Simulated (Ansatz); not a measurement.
# Heat carried by phonons in Al2O3 (Corundum, R-3c)

How well does the lattice of Al2O3 (Corundum) conduct heat?

Experimental results on record:
- thermal conductivity 30 W/m/K near room temperature (given in “Combining the AFLOW GIBBS and Elastic Libraries to efficiently and robustly screen thermo-mechanical properties of solids”, 2017, arXiv:1611.05714)

Method: DFT r2SCAN, scalar-relativistic, plane waves, PAW; PAW set soft_1, in Ansatz 0.2.0.

## 1. Set-up

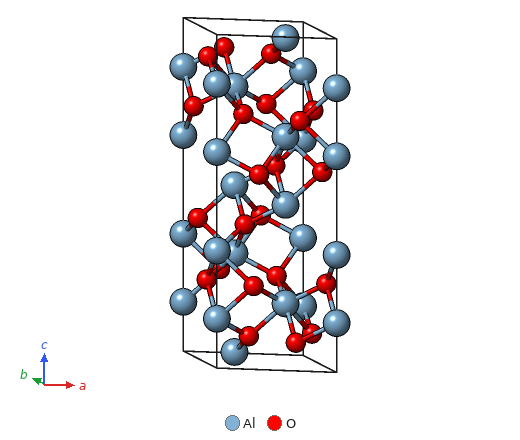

Start, viewed slightly off an axis; aluminium light blue, oxygen red. This picture shows the conventional cell, with its axes. Some periodic images of atoms are drawn too.

## 2. Probe on a coarse mesh

Before spending time, one coarse run tells the gap and the pressure of the starting cell.

Contents of input.yaml:

```yaml
crystal:
  lattice:
    - [2.38025, 1.3742379782, 4.3318666667]
    - [-2.38025, 1.3742379782, 4.3318666667]
    - [0.0, -2.7484759565, 4.3318666667]
  atoms:
    - { symbol: Al, position: [0.35216, 0.35216, 0.35216] }
    - { symbol: Al, position: [0.14784, 0.14784, 0.14784] }
    - { symbol: Al, position: [0.64784, 0.64784, 0.64784] }
    - { symbol: Al, position: [0.85216, 0.85216, 0.85216] }
    - { symbol: O, position: [0.55668, 0.94332, 0.25] }
    - { symbol: O, position: [0.25, 0.55668, 0.94332] }
    - { symbol: O, position: [0.94332, 0.25, 0.55668] }
    - { symbol: O, position: [0.44332, 0.05668, 0.75] }
    - { symbol: O, position: [0.75, 0.44332, 0.05668] }
    - { symbol: O, position: [0.05668, 0.75, 0.44332] }
kpoints:
  mp_grid: { grid: [6, 6, 6] }
hamiltonian:
  xc: r2scan
  pseudopotentials: { kind: paw, azcp: { folder: soft_1 } }
scf:
  occupations: { method: gaussian, width: 0.1 }
  lower_state_search: "off"
output:
  forces: true
  stress: true
  eigenvalues: true
```

Run with:

```bash
$ ansatz run input.yaml --threads 18 --pin off --max-ram 92160MiB --backend cuda --events-out ev --progress --plain --runs-dir out --max-vram 78GiB
```

Numbers of over 12 decimals in the logs are rounded to 6 here.

Log:

```text
Engine: ansatz 0.2.0, aarch64-unknown-linux-gnu
Pseudopotentials: kind: paw
Pseudopotential: Al, paw, valence charge 3, recommended cutoff 500 eV (meta_gga), soft_1/Al.paw.azcp
Pseudopotential: O, paw, valence charge 6, recommended cutoff 500 eV (meta_gga), soft_1/O.paw.azcp
Functional definition: r2SCAN
  parameter k0 = 0.174
  parameter k1 = 0.065
  parameter a1 = 4.9479
  exchange = r2scan_x(k0 = k0, k1 = k1, a1 = a1)
  correlation = r2scan_c
device memory: the entry about to start is reckoned to put 2.5 GiB on a device that reports 170.0 GiB free (of which the cap on the GPU budget leaves the run 78.0 GiB)
GPU FFT provider: cuFFT
GPU libraries: cuBLAS 13.8.1, cuFFT 12.4.0, cuSOLVER 12.3.2
GPU matrix products: emulated (plane waves: as basis.precision tells), large ones in fixed point in workspaces of 1.00 GiB
Crystal: 10 atoms, lattice volume = 85.018 Å³
Basis set: ecut = 500 eV, 2169 PW (Γ), exchange–correlation on 160×160×160 points (64 copies of the dense FFT grid, shifted against one another)
Bands: 34, of which v1, the nominal top of the filled ones, is band 24 counted from 1 (23 counted from 0)
Symmetry: 12 space group operations
Space group: R-3c (ITA 167), of the structure as read, at distance tolerance 4.4e-5 Å
k-points: 32 of 216
Non-local potential: Al, projectors of the file, l = 0: 2, l = 1: 2, l = 2: 1
Non-local potential: O, projectors of the file, l = 0: 2, l = 1: 2, l = 2: 1
PAW form: soft (Blöchl's): semilocal exchange-correlation on the pseudo side does not see the compensation charge
PAW frozen core: Al, regenerated for the run's functional (the file was generated under x = pbe(κ = 0.804, μ = 0.219515), c = pbe(β = 0.066725))
PAW frozen core: O, regenerated for the run's functional (the file was generated under x = pbe(κ = 0.804, μ = 0.219515), c = pbe(β = 0.066725))
PAW one-centre angular grid: Al, 302 points (default); XC on 160 Gauss nodes
PAW one-centre angular grid: O, 302 points (default); XC on 160 Gauss nodes
Initial density: superposition of atomic densities (chi_scale 0.1, normalization cell, long waves kept (reshape's long-wave potential 0.00 eV rms))
Initial wavefunctions: pseudopotential atomic-orbital guess
GPU buffer pool allocated for 64000 grid points (all kernels)
GPU transforms: local potential and band sums: pruned to the plane-wave sphere, on 40×40×40
Functional: x = r2scan, c = r2scan; τ floored in thin density (d = 2e-4 eV/Å³)
SCF iter   1: F=-5585.120384 eV  HF=-5592.520565 eV  |F-HF|=7.40e0  |Δ(HF+E_count)|=         —  Δρ=1.30e-1  dr2=1.37e1  dr2_τ=1.62e0  ethr=3.10e-3  ⟨swp⟩=8.2  Hψ=5890  notcnv=0
preconditioner: auto → Resta (q_TF=auto, 2.480 Å⁻¹)  ε∞=3.0  [insulator: Δε(μ)=7.752 eV  Ē_g=19.766 eV  σ=0.100 eV  W_gap=1.00  n_scr=20 (ndim 8)  ℏωp=27.9 eV  f_vac=0.000  D(μ)=0.00/eV (n_scr^D=0)  ε∞_Penn≈3.0]
SCF iter   2: F=-5590.567336 eV  HF=-5590.389235 eV  |F-HF|=1.78e-1  |Δ(HF+E_count)|=    2.13e0  Δρ=4.53e-2  dr2=1.05e0  dr2_τ=2.59e-1  ethr=3.10e-3  ⟨swp⟩=3.1  Hψ=2619  notcnv=0  defer=128
SCF iter   3: F=-5590.641737 eV  HF=-5590.662709 eV  |F-HF|=2.10e-2  |Δ(HF+E_count)|=   2.73e-1  Δρ=2.26e-2  dr2=2.50e-1  dr2_τ=2.00e-2  ethr=2.19e-3  ⟨swp⟩=2.1  Hψ=1283  notcnv=0
automatic band count: iteration 3 solves 30 bands in place of 34: the levels show a gap, and the empty bands left out lie too high to hold charge; the band table lists the bands solved (type scf.n_extra_bands for more)
SCF iter   4: F=-5590.659368 eV  HF=-5590.663473 eV  |F-HF|=4.11e-3  |Δ(HF+E_count)|=   7.65e-4  Δρ=3.24e-3  dr2=6.59e-3  dr2_τ=6.60e-4  ethr=5.20e-4  ⟨swp⟩=3.2  Hψ=2020  notcnv=0
SCF iter   5: F=-5590.661810 eV  HF=-5590.661830 eV  |F-HF|=2.08e-5  |Δ(HF+E_count)|=   1.64e-3  Δρ=3.34e-4  dr2=8.29e-5  dr2_τ=8.75e-6  ethr=1.37e-5  ⟨swp⟩=2.0  Hψ=1664  notcnv=0
SCF iter   6: F=-5590.661860 eV  HF=-5590.661862 eV  |F-HF|=1.77e-6  |Δ(HF+E_count)|=   3.14e-5  Δρ=7.32e-5  dr2=3.80e-6  dr2_τ=2.72e-7  ethr=1.73e-7  ⟨swp⟩=2.0  Hψ=1679  notcnv=0
SCF iter   7: F=-5590.661861 eV  HF=-5590.661861 eV  |F-HF|=6.09e-9  |Δ(HF+E_count)|=   5.64e-7  Δρ=4.59e-6  dr2=1.79e-8  dr2_τ=2.84e-9  ethr=2.08e-10  ⟨swp⟩=6.0  Hψ=5296  notcnv=0
SCF 1 converged in 7 iterations: F = -5590.661861 eV  dr2 = 1.79e-8
  greatest PAW one-centre occupation: 0.865 electrons in one spin orbital (limit 2), on the O atom at site 9 (counted from 0), in its partial waves of l = 0
SCF converged after 7 iterations
Free energy (F): -5590.661861 eV
Harris-Foulkes:  -5590.661861 eV  (|F-HF|=6.09e-9)
Internal energy: -5590.661861 eV  (E = F + TS)
E sigma→0 (E₀):  -5590.661861 eV
Fermi energy:    10.862830 eV
--- Per-component energies (eV) ---
  E_band       = 32.284235
  E_kinetic    = 1151.474443
  E_local      = -1970.198382  (includes V_loc(G=0)·N_el)
  E_nonlocal   = 344.968262
  E_hartree    = 754.082425
  E_xc         = -581.049312
  E_vxc        = -760.311915  (∫ρ·V_xc dr)
  E_paw        = -2891.778284  (= ΣΔE_a)
  E_vpaw       = -287.755570  (= ΣTr[D̂ρ^β])
  E_aug_tail   = 0.001634  (compensation charges beyond the density's cutoff)
  E_vtau       = 45.936647  (kinetic-family band-sum trace: ∫τ·v_τ [+ j·A + Jᵃ·Aᵃ] dr)
  E_ewald      = -2397.730569
  E_core_change = -0.432079  (= ΣΔE_core)
  E_smearing   = -0.000000  (= −TS)
  E_closure    = -0.000000  (closes the sum)
  Σ components = -5590.661861   (vs F -5590.661861, Δ=0.00e0)
--- Forces (eV/Å), atoms counted from 1 ---
  atom   1  Al    -0.00000000     0.00000000    -0.07581211
  atom   2  Al    -0.00000000    -0.00000000     0.07581211
  atom   3  Al     0.00000000    -0.00000000     0.07581211
  atom   4  Al     0.00000000     0.00000000    -0.07581211
  atom   5  O     -0.05201647     0.00000000     0.00000000
  atom   6  O      0.02600824    -0.04504759    -0.00000000
  atom   7  O      0.02600824     0.04504759     0.00000000
  atom   8  O      0.05201647     0.00000000     0.00000000
  atom   9  O     -0.02600824     0.04504759     0.00000000
  atom  10  O     -0.02600824    -0.04504759    -0.00000000
  max |Σ_I F_I| component: 2.46e-17 eV/Å
--- Stress (GPa, compression-positive) ---
       -0.332459       0.000000       0.000000
        0.000000      -0.332459       0.000000
        0.000000       0.000000      -0.433104
  P = ⅓ Tr σ = -0.3660 GPa (-3.660 kbar)
--- Band table (eV; the first three rows and the last of 32) ---
  k-point 0: bands = [... 20 lower, 6.7798, 7.2490, 7.2490, 7.3067, 14.4189, 17.4414, 19.2344, 19.9152, ... 2 higher]
  k-point 1: bands = [... 20 lower, 6.5926, 6.9451, 7.2072, 7.2488, 15.0477, 17.9591, 18.7410, 19.4937, ... 2 higher]
  k-point 2: bands = [... 20 lower, 6.4308, 6.7308, 7.0565, 7.1069, 16.3910, 18.1709, 18.4651, 18.8729, ... 2 higher]
  k-point 31: bands = [... 20 lower, 6.9008, 6.9008, 6.9008, 6.9008, 16.9178, 16.9178, 19.4595, 19.4595, ... 2 higher]
```

The job ended after 1 s (1 × NVIDIA GB200 with 18 threads of Arm Neoverse V2, shared host; peak memory 1.1 GiB).

Numbers from this step:

| Property | Result |
| --- | --- |
| pressure | -0.3660 GPa |
| gap on the k-mesh | 7.112 eV |
| volume per atom | 8.502 Å³/atom |

Force by atom:

```
atom  x (eV/Å)  y (eV/Å)  z (eV/Å)    size
 Al1    0.0000    0.0000   -0.0758  0.0758
 Al2    0.0000    0.0000    0.0758  0.0758
 Al3    0.0000    0.0000    0.0758  0.0758
 Al4    0.0000    0.0000   -0.0758  0.0758
  O5   -0.0520    0.0000    0.0000  0.0520
  O6    0.0260   -0.0450    0.0000  0.0520
  O7    0.0260    0.0450    0.0000  0.0520
  O8    0.0520    0.0000    0.0000  0.0520
  O9   -0.0260    0.0450    0.0000  0.0520
 O10   -0.0260   -0.0450    0.0000  0.0520
```

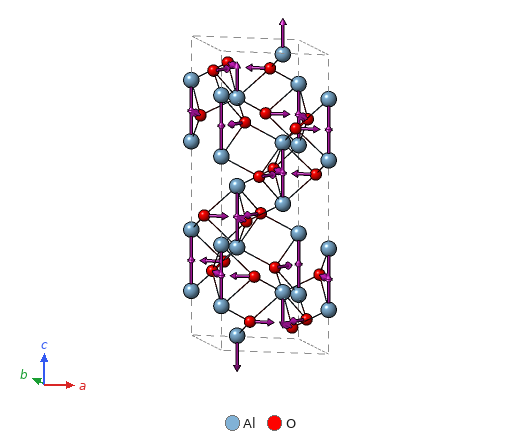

Force as arrows, the longest 0.0758 eV/Å. Some periodic images of atoms are drawn too.

The start is under -0.37 GPa at this level and looks like an insulator or semiconductor on this mesh.

## 3. Relaxation

The vibrations must be taken about the equilibrium of this functional, not about the starting cell, so the structure is relaxed.

Changes to input.yaml since step 2:

```diff
@@ -22,3 +22,3 @@
 scf:
-  occupations: { method: gaussian, width: 0.1 }
+  occupations: { method: gaussian, width: 0.02 }
   lower_state_search: "off"
@@ -28 +28,6 @@
   eigenvalues: true
+relax:
+  adjacent_minimum: "off"
+  f_tol: 0.005
+  max_steps: 80
+  cell: { stress_tol: 0.05 }
```

Log:

```text
[...]
Crystal: 10 atoms, lattice volume = 85.018 Å³
Basis set: ecut = 500 eV, 2169 PW (Γ), exchange–correlation on 160×160×160 points (64 copies of the dense FFT grid, shifted against one another)
Bands: 34, of which v1, the nominal top of the filled ones, is band 24 counted from 1 (23 counted from 0)
Symmetry: 12 space group operations
[...]
k-points: 32 of 216
[...]
SCF iter   1: F=-5585.120355 eV  HF=-5592.520486 eV  |F-HF|=7.40e0  |Δ(HF+E_count)|=         —  Δρ=1.30e-1  dr2=1.37e1  dr2_τ=1.62e0  ethr=3.10e-3  ⟨swp⟩=8.5  Hψ=5946  notcnv=0
[...]
SCF iter   2: F=-5590.567347 eV  HF=-5590.389230 eV  |F-HF|=1.78e-1  |Δ(HF+E_count)|=    2.13e0  Δρ=4.53e-2  dr2=1.05e0  dr2_τ=2.59e-1  ethr=3.10e-3  ⟨swp⟩=3.1  Hψ=2623  notcnv=0  defer=128
[...]
SCF iter   7: F=-5590.661861 eV  HF=-5590.661861 eV  |F-HF|=1.40e-8  |Δ(HF+E_count)|=   6.19e-7  Δρ=5.89e-6  dr2=2.74e-8  dr2_τ=4.06e-9  ethr=2.08e-10  ⟨swp⟩=11.9  Hψ=6659  notcnv=0
SCF 1 converged in 7 iterations: F = -5590.661861 eV  dr2 = 2.74e-8
[...]
relax step   1: F+E_penalty+E_count = -5590.66186129 eV  Δ(F+E_penalty+E_count) = +0.000e0 eV  max|allowed force component| = 7.582e-2 eV/Å  Δτ_max = 0.0000 Å  P = -0.366 GPa  Ω = 85.018 Å³  (7 SCF iters, dr2 threshold 1.00e-7 eV, accepted)
[...]
Crystal: 10 atoms, lattice volume = 84.971 Å³
[...]
iter 1 solved again at ethr=6.37e-8 eV; its pass at ethr=3.10e-3 eV (dr2=3.06e-5 eV) is discarded
[...]
SCF iter   3: F=-5590.662314 eV  HF=-5590.662314 eV  |F-HF|=1.09e-8  |Δ(HF+E_count)|=   1.89e-6  Δρ=1.59e-5  dr2=1.48e-7  dr2_τ=3.93e-8  ethr=9.60e-10  ⟨swp⟩=4.7  Hψ=5432  notcnv=0
SCF 2 converged in 3 iterations: F = -5590.662314 eV  dr2 = 1.48e-7
relax step   2: F+E_penalty+E_count = -5590.66231428 eV  Δ(F+E_penalty+E_count) = -4.530e-4 eV  max|allowed force component| = 6.392e-2 eV/Å  Δτ_max = 0.0008 Å  P = -0.217 GPa  Ω = 84.971 Å³  energy of the carried Pulay correction = +2.938e-5 eV  (3 SCF iters, dr2 threshold 4.61e-7 eV, accepted)
[...]
SCF 3 converged in 4 iterations: F = -5590.662948 eV  dr2 = 1.12e-7
relax step   3: F+E_penalty+E_count = -5590.66294846 eV  Δ(F+E_penalty+E_count) = -6.342e-4 eV  max|allowed force component| = 1.113e-2 eV/Å  Δτ_max = 0.0026 Å  P = +0.048 GPa  Ω = 84.884 Å³  energy of the carried Pulay correction = +8.453e-5 eV  (4 SCF iters, dr2 threshold 4.57e-7 eV, accepted)
[...]
relax step   4: F+E_penalty+E_count = -5590.66295567 eV  Δ(F+E_penalty+E_count) = -7.214e-6 eV  max|allowed force component| = 2.664e-3 eV/Å  Δτ_max = 0.0006 Å  P = -0.011 GPa  Ω = 84.902 Å³  energy of the carried Pulay correction = +7.306e-5 eV  (4 SCF iters, dr2 threshold 1.12e-8 eV, accepted)
[...]
SCF 5 converged in 4 iterations: F = -5590.662896 eV  dr2 = 3.49e-11
relax step   5: F+E_penalty+E_count = -5590.66289556 eV  Δ(F+E_penalty+E_count) = +6.011e-5 eV  max|allowed force component| = 2.667e-3 eV/Å  Δτ_max = 0.0000 Å  P = -0.010 GPa  Ω = 84.902 Å³  stress off target by 2.61e-2 GPa  SCF on the basis re-selected at this cell (its energy is not comparable with the rows above)  (4 SCF iters)
[...]
SCF converged after 4 iterations
Free energy (F): -5590.662896 eV
[...]
Internal energy: -5590.662896 eV  (E = F + TS)
E sigma→0 (E₀):  -5590.662896 eV
Fermi energy:    10.883768 eV
[...]
--- Forces (eV/Å), atoms counted from 1 ---
  atom   1  Al     0.00000000     0.00000000    -0.00112857
  atom   2  Al     0.00000000    -0.00000000     0.00112857
  atom   3  Al    -0.00000000    -0.00000000     0.00112857
  atom   4  Al    -0.00000000     0.00000000    -0.00112857
  atom   5  O      0.00266739     0.00000000    -0.00000000
  atom   6  O     -0.00133370     0.00231003     0.00000000
  atom   7  O     -0.00133370    -0.00231003    -0.00000000
  atom   8  O     -0.00266739    -0.00000000     0.00000000
  atom   9  O      0.00133370    -0.00231003    -0.00000000
  atom  10  O      0.00133370     0.00231003     0.00000000
  max |Σ_I F_I| component: 1.16e-18 eV/Å
--- Stress (GPa, compression-positive) ---
       -0.001662       0.000000      -0.000000
        0.000000      -0.001662       0.000000
        0.000000       0.000000      -0.026069
  P = ⅓ Tr σ = -0.0098 GPa (-0.098 kbar)
--- Band table (eV; the first three rows and the last of 32) ---
  k-point 0: bands = [... 20 lower, 6.7922, 7.2653, 7.2653, 7.3104, 14.4572, 17.4573, 19.2834, 19.9390, ... 6 higher]
  k-point 1: bands = [... 20 lower, 6.6009, 6.9566, 7.2230, 7.2547, 15.0851, 17.9746, 18.7814, 19.5208, ... 6 higher]
  k-point 2: bands = [... 20 lower, 6.4369, 6.7438, 7.0700, 7.1141, 16.4262, 18.2099, 18.4925, 18.8991, ... 6 higher]
  k-point 31: bands = [... 20 lower, 6.9189, 6.9189, 6.9189, 6.9189, 16.9486, 16.9486, 19.5179, 19.5179, ... 6 higher]
--- Relaxed structure (4 steps of the walk, 4 accepted, 1 SCFs on fresh bases) ---
  F+E_penalty+E_count = -5590.66289556 eV   max|allowed force component| = 2.667e-3 eV/Å   (the final SCF, on the basis selected at the relaxed cell)
  cell:  # Å, volume = 84.9020 Å³
    - [2.378898, 1.373457, 4.330876]
    - [-2.378898, 1.373457, 4.330876]
    - [0, -2.746914, 4.330876]
  atoms:
    - { symbol: Al, position: [0.351850, 0.351850, 0.351850] }
    - { symbol: Al, position: [0.148150, 0.148150, 0.148150] }
    - { symbol: Al, position: [0.648150, 0.648150, 0.648150] }
    - { symbol: Al, position: [0.851850, 0.851850, 0.851850] }
    - { symbol: O, position: [0.556301, 0.943699, 0.250000] }
    - { symbol: O, position: [0.250000, 0.556301, 0.943699] }
    - { symbol: O, position: [0.943699, 0.250000, 0.556301] }
    - { symbol: O, position: [0.443699, 0.056301, 0.750000] }
    - { symbol: O, position: [0.750000, 0.443699, 0.056301] }
    - { symbol: O, position: [0.056301, 0.750000, 0.443699] }
```

Wall time 3.7 s (1 × NVIDIA GB200 with 18 threads); peak memory 1.2 GiB.

Little changed from the start: no atom moved by 0.005 Å and no cell edge by 0.1 %.

This step gave:

```
pressure          : -0.009798 GPa
gap on the k-mesh : 7.147 eV
volume per atom   : 8.490 Å³/atom
```

## 4. Tight relaxation

The thresholds are tightened for a last relaxation ahead of the phonons, and where mesh or smearing change with them the cell follows.

Contents of input.yaml:

```yaml
crystal:
  lattice:
    - [2.3788975916, 1.3734571649, 4.3308758779]
    - [-2.3788975916, 1.3734571649, 4.3308758779]
    - [0.0, -2.7469143298, 4.3308758779]
  atoms:
    - { symbol: Al, position: [0.3518498455, 0.3518498455, 0.3518498455] }
    - { symbol: Al, position: [0.1481501545, 0.1481501545, 0.1481501545] }
    - { symbol: Al, position: [0.6481501545, 0.6481501545, 0.6481501545] }
    - { symbol: Al, position: [0.8518498455, 0.8518498455, 0.8518498455] }
    - { symbol: O, position: [0.5563010432, 0.9436989568, 0.25] }
    - { symbol: O, position: [0.25, 0.5563010432, 0.9436989568] }
    - { symbol: O, position: [0.9436989568, 0.25, 0.5563010432] }
    - { symbol: O, position: [0.4436989568, 0.0563010432, 0.75] }
    - { symbol: O, position: [0.75, 0.4436989568, 0.0563010432] }
    - { symbol: O, position: [0.0563010432, 0.75, 0.4436989568] }
kpoints:
  mp_grid: { grid: [6, 6, 6] }
hamiltonian:
  xc: r2scan
  pseudopotentials: { kind: paw, azcp: { folder: soft_1 } }
scf:
  occupations: { method: fixed }
  lower_state_search: "off"
output:
  forces: true
  stress: true
  eigenvalues: true
relax:
  adjacent_minimum: "off"
  f_tol: 0.001
  max_steps: 60
  cell: { stress_tol: 0.01 }
```

Log:

```text
[...]
Crystal: 10 atoms, lattice volume = 84.902 Å³
Basis set: ecut = 500 eV, 2169 PW (Γ), exchange–correlation on 160×160×160 points (64 copies of the dense FFT grid, shifted against one another)
Bands: 34, of which v1, the nominal top of the filled ones, is band 24 counted from 1 (23 counted from 0)
Symmetry: 12 space group operations
[...]
- { symbol: Al, position: [0.648156, 0.648156, 0.648156] }
    - { symbol: Al, position: [0.851844, 0.851844, 0.851844] }
    - { symbol: O, position: [0.556325, 0.943675, 0.250000] }
    - { symbol: O, position: [0.250000, 0.556325, 0.943675] }
    - { symbol: O, position: [0.943675, 0.250000, 0.556325] }
    - { symbol: O, position: [0.443675, 0.056325, 0.750000] }
    - { symbol: O, position: [0.750000, 0.443675, 0.056325] }
    - { symbol: O, position: [0.056325, 0.750000, 0.443675] }
[key lines of the parts left out:]
SCF converged after 4 iterations
Free energy (F): -5590.662899 eV
Fermi energy:    7.311270 eV
P = ⅓ Tr σ = -0.0034 GPa (-0.034 kbar)
```

Elapsed: 3 s, on 1 × NVIDIA GB200 with 18 threads; peak memory 1.1 GiB.

Little changed from the start: no atom moved by 0.005 Å and no cell edge by 0.1 %.

This step gave:

```
pressure : -0.003379 GPa
```

The residual pressure is -0.0034 GPa, small enough for phonons.

(Continued in part 2 of 3.)

[Logs are printed without paths, hosts, clocks, repeated set-up lines and the standing remarks that a program may print on its own settings, such as how far it seeks lower states.]

[Hosts, paths, dates, database ids (printed as entryN), source tags and the programs' standing remarks are cut or masked in the printed files.]

[A step with changed settings may run another functional than the one named; its input shows which.]

[Pressures of single members of a volume series are the stress at the run's cutoff; with an incomplete basis they can lie off −dE/dV of the same runs, and they are not shown converged.]
